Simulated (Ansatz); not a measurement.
Fields on a plane of LaTiO3 (cubic perovskite)

```xyz
5
Lattice="3.9057 0.0000 0.0000 0.0000 3.9057 0.0000 0.0000 0.0000 3.9057" Properties=species:S:1:pos:R:3 pbc="T T T"
La     0.0000     0.0000     0.0000
Ti     1.9528     1.9528     1.9528
O      0.0000     1.9528     1.9528
O      1.9528     0.0000     1.9528
O      1.9528     1.9528     0.0000
```

The slice is a {100} plane (indices of the conventional cell) through the point (0.500, 0.500, 0.500) (fractional), spanned by u = [100] and v = [010] in vectors of this cell: u (3.91 Å) and v (3.91 Å, at 90° to u). It covers one period; positions are fractions (u, v).

Atoms on it: Ti at (0.00, 0.00); O at (0.50, 0.00); O at (0.00, 0.50).

The numbers are results of PBEsol (plane waves to 420 eV, PAW, scalar-relativistic; Ansatz, a first-principles code), not measurements. k mesh 12×12×12. Near the nuclei the fields are pseudised (PAW); where an atom keeps semicore shells as valence, they peak there. LaTiO3 is run without spin polarisation and with no Hubbard U. LaTiO3 was relaxed with its symmetry unable to fall. This is one of several known forms of LaTiO3; the measured ambient cells at hand have space group No. 62.

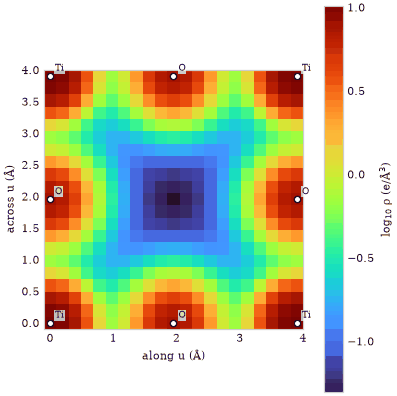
Log₁₀ of the valence density in e/Å³, one period of the plane, atoms marked. The scale is logarithmic, as a density can span decades between atoms and voids.

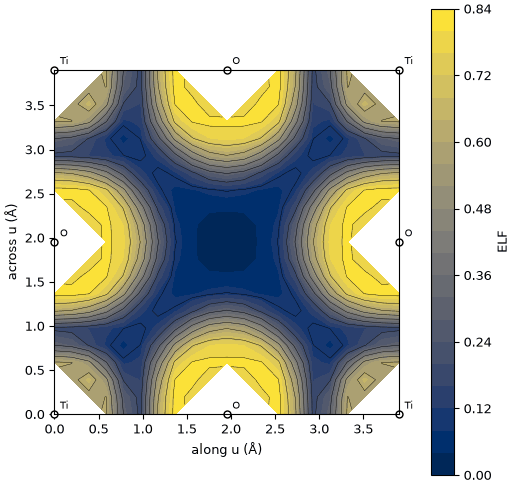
*Electron localisation function (ELF), one period of the plane, atoms marked. Points within 0.4 Å of a nucleus are left white, as the pseudised field means little there.*

The density on the Ti–O line (1.95 Å) at its midpoint is 0.69 e/Å³ and the ELF at that point comes out as 0.18.
